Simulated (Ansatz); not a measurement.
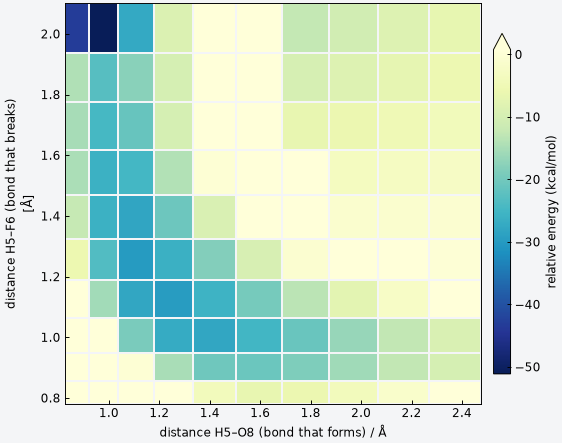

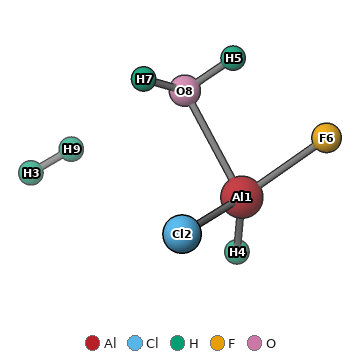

Energy landscape of the reacting system AlClFH5O (fragments AlClFH₃ + H₂O where the first distance is long, AlClFH₃O + H₂ where the second is long). The first coordinate is: distance H5–O8 (bond that forms); the second: distance H5–F6 (bond that breaks). Relaxed at each point: all other coordinates. The grid has 10 × 10 points. Points are written as (first, second). All energies are given in kcal/mol relative to a guessed transition structure relaxed with its forming and breaking bonds held. Energies and slopes of some neighbouring points disagree (a jump in structure or state, or too coarse a mesh). The reference is spin-restricted, so regions where a bond is pulled apart into radicals lie too high. Level of theory: Ansatz 0.2.0, RKS PBE0-D4/def2-SVP.

The picture shows one coloured cell a grid point, one colour for all values above the top of the scale. The second picture is the structure at the lowest point.

> Summarise what can be read from the map.

The lowest grid point is at (0.969 Å, 2.019 Å), −51 kcal/mol from a guessed transition structure relaxed with its forming and breaking bonds held. It lies in a valley that leaves the map towards separated partners. Other grid points that lie below all their neighbours: (1.102 Å, 1.254 Å) (21 kcal/mol higher). The highest grid point, (0.873 Å, 0.819 Å), lies 163 kcal/mol above the lowest.

Time for the 100 points that were run: 49 min on 1 thread of Arm Neoverse V1 (shared host).
